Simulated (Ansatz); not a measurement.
# Run report: MoHCl$_{4}$F$_{3}$, nudged elastic band

System: MoHCl$_{4}$F$_{3}$.
Method: RHF/def2-SVP (Ansatz 0.2.0).

It belongs to a series of runs on one base structure; here: band between the two ends. Figures and captions count atoms from 1; the log counts them from 0 in places.

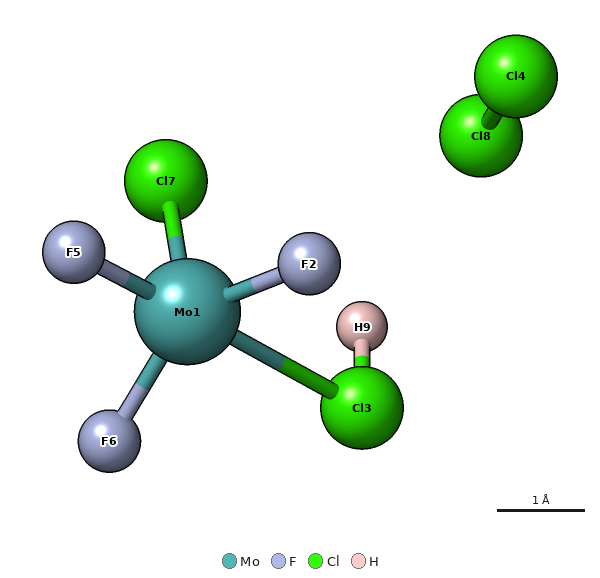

Fig. 1: The structure as given in the input (ball-and-stick view, seen at a tilt; atoms are numbered from 1 in the order of the input). Sticks mark near contacts. Bond lengths as drawn: Cl–Cl 2.02 Å, Cl–H 1.28 Å, Cl–Mo 2.31 to 2.84 Å and F–Mo 1.81 to 1.86 Å.

Key numbers

- outcome: converged
- barrier, forward: 1.240 eV
- barrier, backward: 1.628 eV
- hardware: 4 threads of Arm Neoverse V1, 24 GiB of memory available, shared host
- wall time: 9 min (CPU time 34 min)
- peak memory: 0.63 GiB

Notes

The run takes a singlet; with an open-shell metal another spin state may lie lower. The order of the saddle point was not checked.

The input
```yaml
crystal:
  periodic: [false, false, false]
  atoms:
    - { symbol: Mo, position_ang: [-0.615703, -0.986972, 0.169867] }
    - { symbol: F, position_ang: [-1.258057, -0.05147, 1.576176] }
    - { symbol: Cl, position_ang: [1.904259, -0.275712, 1.269523] }
    - { symbol: Cl, position_ang: [0.662659, 3.765966, 1.178742] }
    - { symbol: F, position_ang: [-2.279127, -1.49272, -0.504737] }
    - { symbol: F, position_ang: [0.234498, -2.52981, -0.230106] }
    - { symbol: Cl, position_ang: [-0.058637, 0.551233, -1.468003] }
    - { symbol: Cl, position_ang: [2.383908, 3.53027, 0.144064] }
    - { symbol: H, position_ang: [2.135098, 0.705415, 0.478474] }
basis:
  gaussian: { orbitals: def2-SVP }
hamiltonian:
  xc: hf
neb:
  order_check: false
  images: 5
  f_tol: 0.05
  max_iterations: 60
  final_atoms:
    - { symbol: Mo, position_ang: [-0.06969187, -0.69304706, -0.27559009] }
    - { symbol: F, position_ang: [-0.14821002, -1.05327912, 2.04139959] }
    - { symbol: Cl, position_ang: [2.16492527, -0.40827208, 0.28075253] }
    - { symbol: Cl, position_ang: [0.07260239, 4.73985545, 0.6987195] }
    - { symbol: F, position_ang: [-0.90942015, 0.83031698, 0.19270432] }
    - { symbol: F, position_ang: [-0.31423759, -2.47908038, -0.30877551] }
    - { symbol: Cl, position_ang: [-0.00348053, -0.33537791, -2.5525028] }
    - { symbol: Cl, position_ang: [1.62721275, 3.57509816, 0.13915308] }
    - { symbol: H, position_ang: [0.68919775, -0.96001402, 2.39813937] }
  initial_path:
    images:
      - { positions_ang: [[-0.615703, -0.986972, 0.169867], [-1.258057, -0.05147, 1.576176], [1.904259, -0.275712, 1.269523], [0.662659, 3.765966, 1.178742], [-2.279127, -1.49272, -0.504737], [0.234498, -2.52981, -0.230106], [-0.058637, 0.551233, -1.468003], [2.383908, 3.53027, 0.144064], [2.135098, 0.705415, 0.478474]] }
      - { positions_ang: [[-0.40274651, -0.65958659, 0.10658577], [-0.8472558, -0.05990696, 1.75019699], [2.04624786, -0.15146711, 0.85856715], [0.41493643, 3.2778459, 0.80449237], [-2.10094471, -1.02276261, -0.35761473], [0.19053396, -2.27723126, -0.17946645], [-0.01363743, 0.39202168, -1.75467949], [2.13495105, 2.96247832, 0.39709059], [1.68681316, 0.75480864, 0.98882779]] }
      - { positions_ang: [[-0.18979003, -0.33220118, 0.04330453], [-0.43645461, -0.06834393, 1.92421798], [2.18823671, -0.02722221, 0.44761131], [0.16721386, 2.7897258, 0.43024275], [-1.92276242, -0.55280523, -0.21049245], [0.14656992, -2.02465253, -0.1288269], [0.03136213, 0.23281036, -2.04135597], [1.88599411, 2.39468665, 0.65011717], [1.23852832, 0.80420227, 1.49918158]] }
      - { positions_ang: [[0.02316646, -0.00481578, -0.0199767], [-0.02565341, -0.07678089, 2.09823897], [2.33022557, 0.09702268, 0.03665546], [-0.0805087, 2.3016057, 0.05599312], [-1.74458013, -0.08284784, -0.06337018], [0.10260587, -1.77207379, -0.07818735], [0.0763617, 0.07359904, -2.32803246], [1.63703716, 1.82689497, 0.90314376], [0.79024348, 0.85359591, 2.00953538]] }
      - { positions_ang: [[-0.00778632, -0.23422621, -0.10518116], [-0.06650561, -0.4022803, 2.07929251], [2.27512547, -0.07140891, 0.11802115], [-0.02947167, 3.11435562, 0.27023525], [-1.46619347, 0.22154043, 0.02198799], [-0.03634195, -2.00774266, -0.15505007], [0.04974762, -0.06272661, -2.40285591], [1.63376236, 2.40962937, 0.6484802], [0.75656157, 0.24905927, 2.13907004]] }
      - { positions_ang: [[-0.03873909, -0.46363664, -0.19038562], [-0.10735782, -0.72777971, 2.06034605], [2.22002537, -0.2398405, 0.19938684], [0.02156536, 3.92710553, 0.48447737], [-1.18780681, 0.52592871, 0.10734615], [-0.17528977, -2.24341152, -0.23191279], [0.02313355, -0.19905226, -2.47767935], [1.63048756, 2.99236376, 0.39381664], [0.72287966, -0.35547738, 2.26860471]] }
      - { positions_ang: [[-0.06969187, -0.69304706, -0.27559009], [-0.14821002, -1.05327912, 2.04139959], [2.16492527, -0.40827208, 0.28075253], [0.07260239, 4.73985545, 0.6987195], [-0.90942015, 0.83031698, 0.19270432], [-0.31423759, -2.47908038, -0.30877551], [-0.00348053, -0.33537791, -2.5525028], [1.62721275, 3.57509816, 0.13915308], [0.68919775, -0.96001402, 2.39813937]] }
```

Launch command:
```bash
ansatz run input.yaml --threads 4 --pin off --max-ram 5120MiB --backend cpu --events-out ev --progress --plain --runs-dir out
```

Output
```
Engine: ansatz 0.2.0, aarch64-unknown-linux-gnu
Functional definition: HF
  exchange = exact_x
  correlation = 0
1519 factors; integrals over basis functions are off by at most 2.0e-4 eV
mean field evaluation 1: about -59958.4303 eV, gradient 5.4e1 eV
mean field evaluation 2: about -59958.7537 eV, gradient 5.4e1 eV
mean field evaluation 4: about -59964.7334 eV, gradient 4.3e0 eV
mean field evaluation 8: about -59964.8282 eV, gradient 1.6e-1 eV
mean field evaluation 16: about -59955.9161 eV, gradient 3.4e1 eV
mean field evaluation 32: about -59933.3965 eV, gradient 7.1e1 eV
mean field -59964.82859182 eV, -2203.6668051288 hartree, gradient 1.6e-5 eV, S^2 0.000000; 0 other end points of the search recorded, 0 dependent functions left out
the calculation of the forces begins
reference -59964.82859182 eV, -2203.6668051288 hartree; 55, 55 occupied and 95, 95 virtual orbitals, 1519 factors
1523 factors; integrals over basis functions are off by at most 1.2e-3 eV
mean field evaluation 64: about -59965.1989 eV, gradient 4.7e-1 eV
mean field evaluation 96: about -59961.9813 eV, gradient 1.4e0 eV
mean field -59965.21688158 eV, -2203.6810745142 hartree, gradient 2.0e-5 eV, S^2 0.000000; 0 other end points of the search recorded, 0 dependent functions left out
[... from here on the field's lines of each further geometry are left out, up to the last ...]
NEB iter   1: max|band force component| = 2.262e1 eV/Å  barrier→ = 10.3048 eV  barrier← = 10.6931 eV  Δτ_max = 0.2000 Å  (1578 SCF iters)
NEB iter   2: max|band force component| = 6.741e0 eV/Å  barrier→ = 5.0178 eV  barrier← = 5.4061 eV  Δτ_max = 0.2000 Å  (439 SCF iters)
NEB iter   3: max|band force component| = 4.418e0 eV/Å  barrier→ = 2.9942 eV  barrier← = 3.3825 eV  Δτ_max = 0.1995 Å  (452 SCF iters)
NEB iter   4: max|band force component| = 3.239e0 eV/Å  barrier→ = 1.9496 eV  barrier← = 2.3379 eV  Δτ_max = 0.2000 Å  (437 SCF iters)
NEB iter   5: max|band force component| = 1.879e0 eV/Å  barrier→ = 1.3415 eV  barrier← = 1.7298 eV  Δτ_max = 0.1980 Å  (404 SCF iters)
NEB iter   6: max|band force component| = 3.051e0 eV/Å  barrier→ = 1.0233 eV  barrier← = 1.4116 eV  Δτ_max = 0.0999 Å  (414 SCF iters)
NEB iter   7: max|band force component| = 1.380e0 eV/Å  barrier→ = 0.8664 eV  barrier← = 1.2547 eV  Δτ_max = 0.1999 Å  (429 SCF iters)
NEB iter   8: max|band force component| = 1.029e0 eV/Å  barrier→ = 0.7346 eV  barrier← = 1.1229 eV  Δτ_max = 0.2000 Å  (423 SCF iters)
NEB iter   9: max|band force component| = 4.368e0 eV/Å  barrier→ = 1.1694 eV  barrier← = 1.5577 eV  Δτ_max = 0.1024 Å  (406 SCF iters)
NEB iter  10: max|band force component| = 1.673e0 eV/Å  barrier→ = 0.7655 eV  barrier← = 1.1537 eV  Δτ_max = 0.2000 Å  (415 SCF iters)
NEB iter  11: max|band force component| = 2.126e0 eV/Å  barrier→ = 1.1439 eV  barrier← = 1.5322 eV  Δτ_max = 0.0999 Å  (417 SCF iters)
NEB iter  12: max|band force component| = 8.415e-1 eV/Å  barrier→ = 0.8685 eV  barrier← = 1.2568 eV  Δτ_max = 0.1992 Å  (412 SCF iters)
NEB iter  13: max|band force component| = 1.420e0 eV/Å  barrier→ = 0.6660 eV  barrier← = 1.0543 eV  Δτ_max = 0.0999 Å  (416 SCF iters)
NEB iter  14: max|band force component| = 3.020e-1 eV/Å  barrier→ = 0.5622 eV  barrier← = 0.9505 eV  CI = image 3  Δτ_max = 0.1998 Å  (400 SCF iters)
NEB iter  15: max|band force component| = 4.845e-1 eV/Å  barrier→ = 0.6215 eV  barrier← = 1.0098 eV  CI = image 3  Δτ_max = 0.1008 Å  (406 SCF iters)
NEB iter  16: max|band force component| = 5.628e-1 eV/Å  barrier→ = 0.6707 eV  barrier← = 1.0590 eV  CI = image 3  Δτ_max = 0.2000 Å  (408 SCF iters)
NEB iter  17: max|band force component| = 7.466e-1 eV/Å  barrier→ = 0.8792 eV  barrier← = 1.2675 eV  CI = image 3  Δτ_max = 0.2000 Å  (394 SCF iters)
NEB iter  18: max|band force component| = 9.106e-1 eV/Å  barrier→ = 0.8990 eV  barrier← = 1.2873 eV  CI = image 3  Δτ_max = 0.2000 Å  (399 SCF iters)
NEB iter  19: max|band force component| = 1.482e0 eV/Å  barrier→ = 1.0827 eV  barrier← = 1.4710 eV  CI = image 3  Δτ_max = 0.1997 Å  (399 SCF iters)
NEB iter  20: max|band force component| = 9.788e-1 eV/Å  barrier→ = 1.2392 eV  barrier← = 1.6275 eV  CI = image 3  Δτ_max = 0.2000 Å  (409 SCF iters)
NEB iter  21: max|band force component| = 6.592e-1 eV/Å  barrier→ = 1.2958 eV  barrier← = 1.6841 eV  CI = image 3  Δτ_max = 0.0999 Å  (399 SCF iters)
NEB iter  22: max|band force component| = 6.775e-1 eV/Å  barrier→ = 1.3066 eV  barrier← = 1.6949 eV  CI = image 3  Δτ_max = 0.0506 Å  (402 SCF iters)
NEB iter  23: max|band force component| = 4.884e-1 eV/Å  barrier→ = 1.3017 eV  barrier← = 1.6900 eV  CI = image 3  Δτ_max = 0.0500 Å  (411 SCF iters)
NEB iter  24: max|band force component| = 1.974e-1 eV/Å  barrier→ = 1.2621 eV  barrier← = 1.6504 eV  CI = image 3  Δτ_max = 0.0607 Å  (396 SCF iters)
NEB iter  25: max|band force component| = 1.797e-1 eV/Å  barrier→ = 1.2478 eV  barrier← = 1.6361 eV  CI = image 3  Δτ_max = 0.0988 Å  (393 SCF iters)
NEB iter  26: max|band force component| = 2.716e-1 eV/Å  barrier→ = 1.2430 eV  barrier← = 1.6313 eV  CI = image 3  Δτ_max = 0.0503 Å  (394 SCF iters)
NEB iter  27: max|band force component| = 6.208e-2 eV/Å  barrier→ = 1.2411 eV  barrier← = 1.6293 eV  CI = image 3  Δτ_max = 0.0466 Å  (391 SCF iters)
NEB iter  28: max|band force component| = 6.609e-2 eV/Å  barrier→ = 1.2405 eV  barrier← = 1.6288 eV  CI = image 3  Δτ_max = 0.0233 Å  (386 SCF iters)
NEB iter  29: max|band force component| = 6.883e-2 eV/Å  barrier→ = 1.2399 eV  barrier← = 1.6282 eV  CI = image 3  Δτ_max = 0.0116 Å  (394 SCF iters)
the calculation of the forces begins
reference -59965.21118206 eV, -2203.6808650606 hartree; 55, 55 occupied and 95, 95 virtual orbitals, 1523 factors
1519 factors; integrals over basis functions are off by at most 1.5e-3 eV
mean field evaluation 2656: about -59963.5758 eV, gradient 8.1e-1 eV
mean field evaluation 2688: about -59962.4013 eV, gradient 5.0e-1 eV
mean field evaluation 2720: about -59962.3974 eV, gradient 1.9e-1 eV
mean field evaluation 2752: about -59963.2405 eV, gradient 1.3e0 eV
mean field evaluation 2784: about -59946.6698 eV, gradient 2.6e1 eV
mean field evaluation 2816: about -59948.6831 eV, gradient 2.7e1 eV
mean field evaluation 2848: about -59962.4171 eV, gradient 6.0e-1 eV
mean field evaluation 2880: about -59963.5758 eV, gradient 3.0e-1 eV
mean field -59963.58877668 eV, -2203.6212427627 hartree, gradient 2.4e-5 eV, S^2 0.000000; 1 other end points of the search recorded, 0 dependent functions left out
the calculation of the forces begins
reference -59963.58877668 eV, -2203.6212427627 hartree; 55, 55 occupied and 95, 95 virtual orbitals, 1519 factors
NEB iter  30: max|band force component| = 3.997e-2 eV/Å  barrier→ = 1.2398 eV  barrier← = 1.6281 eV  CI = image 3  Δτ_max = 0.0000 Å  (1555 SCF iters)
```

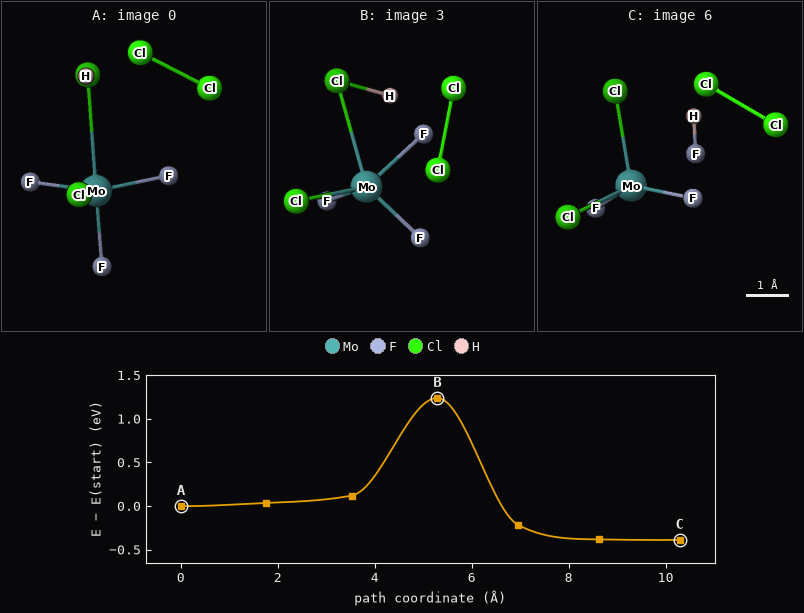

Fig. 2: Images of the last band (counted from 0; ball-and-stick, seen at a tilt) above the energy along the path; the line is a cubic interpolation that uses the forces. The highest image is number 3, 1.240 eV above the start and 1.628 eV above the end (the climbing image); the end lies 0.388 eV below the start. The path is 10.29 Å long. The band converged in 30 iterations.

```
Total energy: -59963.58877668 eV, -2203.6212427627 hartree
Atom 0 at    -0.192255    -0.252046    -0.180124 Å, force    -0.000341     0.017202     0.006433 eV/Å
Atom 1 at     0.155164    -0.047242     1.829984 Å, force     0.002838    -0.009428    -0.007375 eV/Å
Atom 2 at     2.358888    -0.393006     0.562185 Å, force     0.011059    -0.000499    -0.009726 eV/Å
Atom 3 at    -0.228007     2.773261    -0.041270 Å, force     0.003307    -0.009506    -0.000549 eV/Å
Atom 4 at    -1.901077     0.118164     0.271801 Å, force    -0.003538    -0.016079    -0.000351 eV/Å
Atom 5 at    -0.311221    -2.101505    -0.212930 Å, force    -0.012857     0.008321     0.011278 eV/Å
Atom 6 at     0.516394     0.021621    -2.317726 Å, force     0.006536    -0.000930    -0.016119 eV/Å
Atom 7 at     1.349802     3.330120     1.091070 Å, force     0.001499     0.004458     0.005034 eV/Å
Atom 8 at     1.361209    -0.233166     1.611009 Å, force    -0.008502     0.006461     0.011374 eV/Å
Dipole moment:     0.202204     0.862955     0.018788 e Å
this run last wrote the band of iteration 30 to [file]
```

The last band as extended XYZ (Å, eV, eV/Å)
```
9
Properties=species:S:1:pos:R:3:forces:R:3 image=0 energy=-59964.82859
Mo   -0.6157   -0.9870    0.1699    0.0037   0.0286  -0.0194
F    -1.2581   -0.0515    1.5762   -0.0037  -0.0022   0.0013
Cl    1.9043   -0.2757    1.2695    0.0166  -0.0089   0.0159
Cl    0.6627    3.7660    1.1787    0.0131  -0.0013  -0.0087
F    -2.2791   -1.4927   -0.5047    0.0024  -0.0040   0.0111
F     0.2345   -2.5298   -0.2301    0.0059  -0.0039   0.0009
Cl   -0.0586    0.5512   -1.4680   -0.0053  -0.0016  -0.0071
Cl    2.3839    3.5303    0.1441   -0.0125   0.0023   0.0094
H     2.1351    0.7054    0.4785   -0.0202  -0.0090  -0.0034
9
Properties=species:S:1:pos:R:3:forces:R:3 image=1 energy=-59964.79276
Mo   -0.5199   -0.8862    0.1048    0.0101  -0.0078   0.0107
F    -0.6860    0.2798    1.4793   -0.0148   0.0050  -0.0004
Cl    2.2567   -0.6717    0.9188   -0.0056   0.0117   0.0027
Cl    0.0504    3.7346    0.5274   -0.0185   0.0102  -0.0008
F    -2.3459   -1.0472   -0.2350   -0.0096  -0.0135  -0.0065
F    -0.0150   -2.5852   -0.2491    0.0035  -0.0074  -0.0002
Cl    0.0430    0.3539   -1.7563   -0.0015   0.0065  -0.0005
Cl    2.0081    3.4316    0.9176    0.0376  -0.0055   0.0079
H     2.3176    0.6065    0.9065   -0.0011   0.0008  -0.0130
9
Properties=species:S:1:pos:R:3:forces:R:3 image=2 energy=-59964.70807
Mo   -0.3539   -0.6901    0.0274   -0.0250  -0.0269   0.0341
F    -0.1156    0.4033    1.4648   -0.0339   0.0358  -0.0374
Cl    2.4574   -0.9054    0.7526    0.0166  -0.0544   0.0156
Cl   -0.4014    3.4658    0.0772   -0.0104   0.0638   0.0097
F    -2.1770   -0.3219   -0.0542   -0.0214  -0.0280  -0.0331
F    -0.2623   -2.4557   -0.3428    0.0066  -0.0394  -0.0147
Cl    0.2973    0.2357   -1.9786   -0.0132   0.0201   0.0248
Cl    1.3937    3.5153    1.0019    0.0112   0.0141  -0.0010
H     2.2707   -0.0309    1.6657    0.0696   0.0150   0.0021
9
Properties=species:S:1:pos:R:3:forces:R:3 image=3 energy=-59963.58878
Mo   -0.1923   -0.2520   -0.1801   -0.0003   0.0172   0.0064
F     0.1552   -0.0472    1.8300    0.0028  -0.0094  -0.0074
Cl    2.3589   -0.3930    0.5622    0.0111  -0.0005  -0.0097
Cl   -0.2280    2.7733   -0.0413    0.0033  -0.0095  -0.0005
F    -1.9011    0.1182    0.2718   -0.0035  -0.0161  -0.0004
F    -0.3112   -2.1015   -0.2129   -0.0129   0.0083   0.0113
Cl    0.5164    0.0216   -2.3177    0.0065  -0.0009  -0.0161
Cl    1.3498    3.3301    1.0911    0.0015   0.0045   0.0050
H     1.3612   -0.2332    1.6110   -0.0085   0.0065   0.0114
9
Properties=species:S:1:pos:R:3:forces:R:3 image=4 energy=-59965.04438
Mo   -0.1298   -0.5829   -0.2690    0.0190  -0.0801  -0.0459
F     0.0146   -0.5547    2.0647   -0.0711  -0.1482   0.0667
Cl    2.1109   -0.0946    0.1984   -0.0405   0.1094  -0.0906
Cl    0.0981    3.2939   -0.0511    0.0570   0.1319  -0.0001
F    -1.4305    0.6207    0.0587    0.1256   0.0884  -0.0572
F    -0.0801   -2.3793   -0.1915    0.0917  -0.0844   0.0075
Cl   -0.0494   -0.2656   -2.5495   -0.1415  -0.0748  -0.0501
Cl    1.6661    3.5390    1.1967    0.0283   0.0707   0.0263
H     0.9091   -0.3603    2.1566   -0.0685  -0.0130   0.1434
9
Properties=species:S:1:pos:R:3:forces:R:3 image=5 energy=-59965.21118
Mo   -0.0778   -0.7354   -0.4002    0.0012  -0.0026  -0.0019
F    -0.0230   -0.5437    1.9340   -0.0005   0.0001  -0.0015
Cl    2.1830   -0.3499   -0.0565    0.0012  -0.0023  -0.0034
Cl   -0.1200    4.2708    0.7389   -0.0037   0.0123   0.0092
F    -0.9011    0.8603   -0.2527    0.0067   0.0024  -0.0039
F    -0.3128   -2.4797   -0.0106   -0.0022  -0.0012   0.0028
Cl   -0.1433   -0.8997   -2.6994   -0.0011  -0.0084  -0.0019
Cl    1.6753    3.4436    1.1540   -0.0011  -0.0011  -0.0003
H     0.8286   -0.3500    2.2064   -0.0004   0.0007   0.0008
9
Properties=species:S:1:pos:R:3:forces:R:3 image=6 energy=-59965.21688
Mo   -0.0697   -0.6930   -0.2756   -0.0071  -0.0017   0.0118
F    -0.1482   -1.0533    2.0414    0.0167   0.0009   0.0031
Cl    2.1649   -0.4083    0.2808   -0.0003   0.0005  -0.0023
Cl    0.0726    4.7399    0.6987    0.0263  -0.0183  -0.0097
F    -0.9094    0.8303    0.1927    0.0041  -0.0057  -0.0022
F    -0.3142   -2.4791   -0.3088    0.0025   0.0076  -0.0013
Cl   -0.0035   -0.3354   -2.5525    0.0019   0.0000   0.0009
Cl    1.6272    3.5751    0.1392   -0.0262   0.0190   0.0085
H     0.6892   -0.9600    2.3981   -0.0178  -0.0024  -0.0089
```
